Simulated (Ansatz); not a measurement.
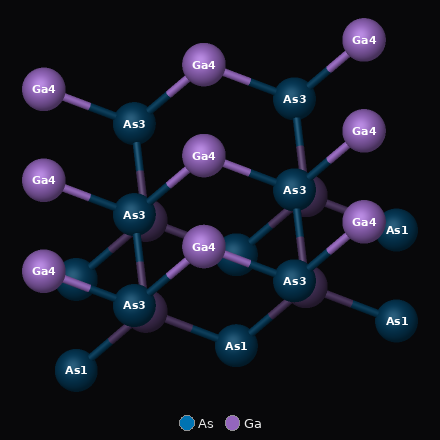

The system is Cu on a GaAs(100) slab cut from the F-43m phase, its upper half relaxed before the scan (4 atoms of substrate and one adsorbate in a 1 × 1 cell); the picture shows it without the atoms that are moved over the map. Cu is moved over the surface cell at a fixed height above a rigid substrate; the origin of the map has the adsorbate above Ga4; the height is held at 2.50 Å. Places are given modulo a cell vector. The map is drawn in real space over the plane of the surface. The scan uses an 8 × 8 grid; 25 points were computed and 39 follow by symmetry. All energies are given in eV relative to the lowest grid point. With one adsorbate in each 1 × 1 cell, its nearest image is 4.0 Å away, so neighbouring adsorbates interact. At a fixed height the lowest place need not be the adsorption site. Level of theory: Ansatz, DFT PBE+D3(BJ), scalar-relativistic, plane waves, PAW. Settings: cutoff 420 eV, k-mesh 7×7×1, gaussian smearing 0.05 eV, spin-polarised.

Range: position of Cu5 along the first surface vector from 0.000 to 0.875; position of Cu5 along the second surface vector from 0.000 to 0.875.

### What landscape does the calculation give?

The lowest grid point is at the top site over a surface Ga atom, (0/8, 0/8) of the cell vectors. No other kind of well shows on this grid. The highest grid point, a fourfold hollow over a third-layer Ga atom, (4/8, 4/8) of the cell vectors, lies 0.84 eV above the lowest. On the interpolated surface the easiest way out of the lowest well to its copy in the next cell or period passes a barrier of about 0.32 eV. At the lowest point the adsorbate has 1 Ga at 2.50 Å as nearest neighbours, at the highest 4 Ga at 3.78 Å.

```csv
"second ↓, first →",0/8,1/8,2/8,3/8,4/8,5/8,6/8,7/8
7/8,0.04,0.12,0.32,0.53,0.62,0.53,0.32,0.12
6/8,0.17,0.25,0.42,0.60,0.70,0.60,0.42,0.25
5/8,0.29,0.35,0.50,0.70,0.80,0.70,0.50,0.35
4/8,0.32,0.38,0.55,0.75,0.84,0.75,0.55,0.38
3/8,0.29,0.35,0.50,0.70,0.80,0.70,0.50,0.35
2/8,0.17,0.25,0.42,0.60,0.70,0.60,0.42,0.25
1/8,0.04,0.12,0.32,0.53,0.62,0.53,0.32,0.12
0/8,0.00,0.07,0.28,0.50,0.59,0.50,0.28,0.07
```

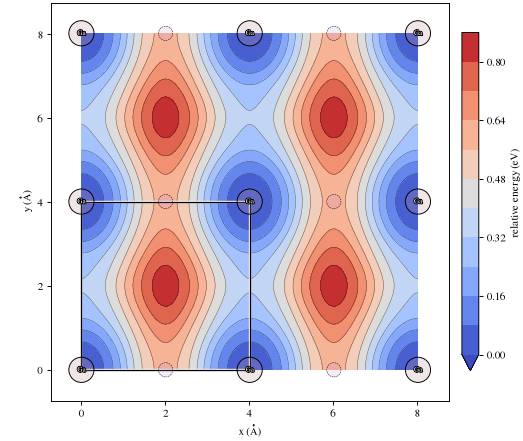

Drawn: filled contours, labelled circles for the atoms of the top layer and small ones for the second layer, the outline of one cell of the 2 × 2 shown. Between grid points the surface is interpolated.

Time for the 25 points that were run: 50 min on 1 thread of Arm Neoverse V2 (shared host).

PAW datasets: the set soft_1.
